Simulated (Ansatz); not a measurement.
# Run report: C2H6ClFSi, single-point calculation

C2H6ClFSi, computed with RKS r2SCAN-D4/def2-TZVPP (Ansatz 0.2.0).

The geometry comes from this level: PBE0-D4/def2-TZVP. Figures and captions count atoms from 1; the log counts them from 0 in places.

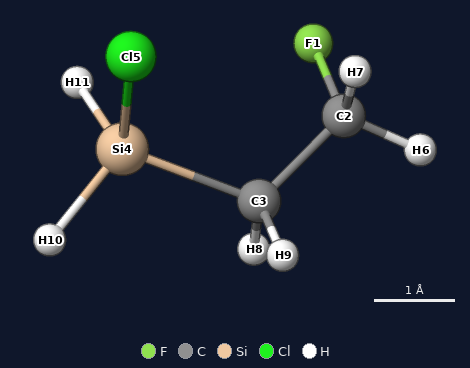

Figure 1. The structure (ball-and-stick view, seen at a tilt; atoms are numbered from 1 in the order of the input).

Summary

| quantity | value |
| --- | --- |
| outcome | converged |
| total energy | −25289.2308 eV |
| mean-field energy | −25289.1703 eV |
| dispersion energy | −0.0604 eV |
| SCF solution under orbital rotations | stable |
| HOMO | −7.68 eV |
| LUMO | −0.21 eV |
| largest force (length of the vector) | 0.360 eV/Å |
| dipole moment | 2.34 D |
| hardware | 4 threads of Arm Neoverse N1, 23 GiB of memory available, shared host |
| wall time | 9 s (CPU time 32 s) |
| peak memory | 0.39 GiB |

Input
```yaml
crystal:
  periodic: [false, false, false]
  atoms:
    - {symbol: F, position_ang: [-1.701345, 1.063194, 0.331912]}
    - {symbol: C, position_ang: [-0.470282, 1.304779, -0.257856]}
    - {symbol: C, position_ang: [0.138685, 0.005683, -0.730137]}
    - {symbol: Si, position_ang: [0.334609, -1.297508, 0.600673]}
    - {symbol: Cl, position_ang: [1.443729, -0.501820, 2.145733]}
    - {symbol: H, position_ang: [-0.638104, 1.997581, -1.087510]}
    - {symbol: H, position_ang: [0.163494, 1.791654, 0.488751]}
    - {symbol: H, position_ang: [-0.464690, -0.422662, -1.538832]}
    - {symbol: H, position_ang: [1.130546, 0.209523, -1.148322]}
    - {symbol: H, position_ang: [1.086223, -2.455105, 0.057784]}
    - {symbol: H, position_ang: [-0.957565, -1.752321, 1.158304]}
basis:
  gaussian: {orbitals: def2-TZVPP}
hamiltonian: {xc: r2scan, dispersion: d4}
output: {forces: true, orbitals: {seedname: orbitals}}
```

Command:
```bash
ansatz run in.yaml --threads 4 --pin off --events-out ev --progress --plain --max-ram 10444MiB
```

Output
```
Functional definition: r2SCAN
  name "r2SCAN"
  cite "Furness, Kaplan, Ning, Perdew & Sun, J. Phys. Chem. Lett. 11, 8208 (2020) doi:10.1021/acs.jpclett.0c02405"
  cite "Furness, Kaplan, Ning, Perdew & Sun, J. Phys. Chem. Lett. 11, 9248 (2020) doi:10.1021/acs.jpclett.0c03077"
  parent r2scan
  parameter k0 = 0.174
  parameter k1 = 0.065
  parameter a1 = 4.9479
  exchange = r2scan_x(k0 = k0, k1 = k1, a1 = a1)
  correlation = r2scan_c
1452 factors; their error is unknown
mean field evaluation 1: about -25281.8723 eV, gradient 5.7e1 eV
mean field evaluation 2: about -25274.9408 eV, gradient 7.4e1 eV
mean field evaluation 4: about -25289.1911 eV, gradient 4.2e0 eV
mean field evaluation 8: about -25289.2162 eV, gradient 4.1e-1 eV
mean field evaluation 16: about -25289.1703 eV, gradient 9.5e-3 eV
mean field -25289.17033154 eV, -929.3598680689 hartree, gradient 7.7e-5 eV, S^2 0.000000; 0 other end points of the search recorded, 0 dependent functions left out
the calculation of the forces begins
reference -25289.17034347 eV, -929.3598685072 hartree; 29, 29 occupied and 232, 232 virtual orbitals, 1452 factors
Total energy: -25289.23077276 eV, -929.3620892426 hartree
Atom 0 at    -1.701345     1.063194     0.331912 Å, force    -0.313127    -0.083228     0.155509 eV/Å
Atom 1 at    -0.470282     1.304779    -0.257856 Å, force     0.285187     0.176862    -0.130415 eV/Å
Atom 2 at     0.138685     0.005683    -0.730137 Å, force     0.037764    -0.126981    -0.030980 eV/Å
Atom 3 at     0.334609    -1.297508     0.600673 Å, force    -0.017581    -0.048296    -0.000655 eV/Å
Atom 4 at     1.443729    -0.501820     2.145733 Å, force     0.026106     0.025588     0.040939 eV/Å
Atom 5 at    -0.638104     1.997581    -1.087510 Å, force    -0.008369     0.009112    -0.002842 eV/Å
Atom 6 at     0.163494     1.791654     0.488751 Å, force     0.003732     0.004053     0.005872 eV/Å
Atom 7 at    -0.464690    -0.422662    -1.538832 Å, force     0.002601     0.014757    -0.008702 eV/Å
Atom 8 at     1.130546     0.209523    -1.148322 Å, force    -0.007405     0.004853    -0.008288 eV/Å
Atom 9 at     1.086223    -2.455105     0.057784 Å, force    -0.023967     0.017666     0.001727 eV/Å
Atom 10 at    -0.957565    -1.752321     1.158304 Å, force     0.015058     0.005612    -0.022167 eV/Å
Dipole moment:     0.140209     0.036422    -0.465494 e Å
```

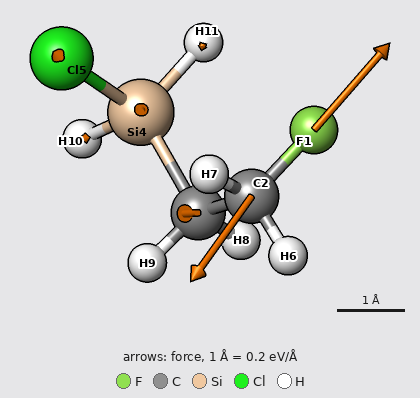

Figure 2. Forces on the atoms as orange arrows (ball-and-stick view, seen at a tilt; atoms are numbered from 1 in the order of the input); the smallest are left out. The largest act on C2 (0.36 eV/Å); F1 (0.36 eV/Å); C3 (0.14 eV/Å). The geometry is not a stationary point of this energy.

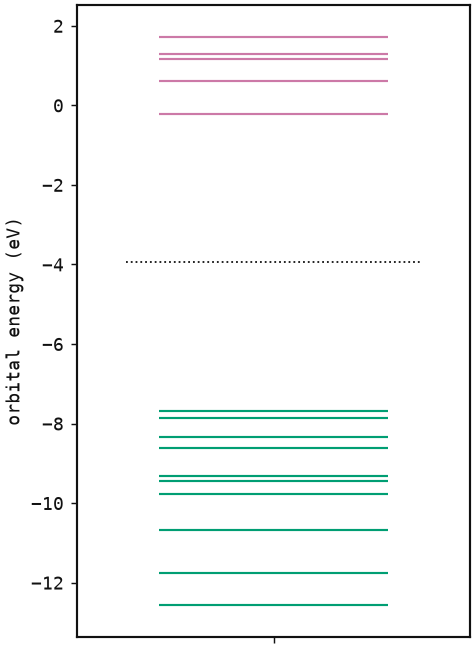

Figure 3. Orbital energies near the frontier; the dotted line parts filled from empty levels, and levels within 0.02 eV of each other stand side by side. Highest filled −7.68 eV, lowest empty −0.21 eV, 7.47 eV apart.

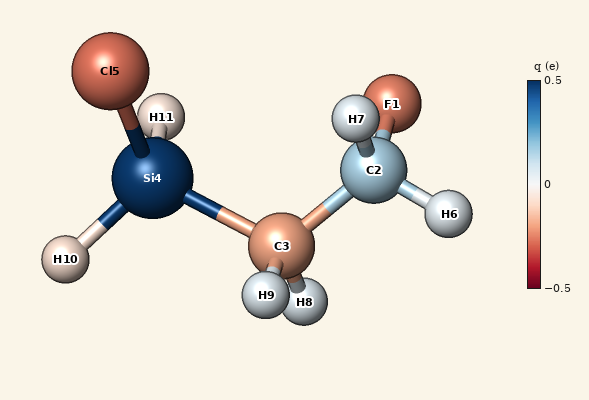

Figure 4. Mulliken charges, as the colour of each atom (ball-and-stick view, seen at a tilt; atoms are numbered from 1 in the order of the input). By element: F −0.25, C −0.19 to +0.16, Si +0.48, Cl −0.27 and H −0.08 to +0.06 e.
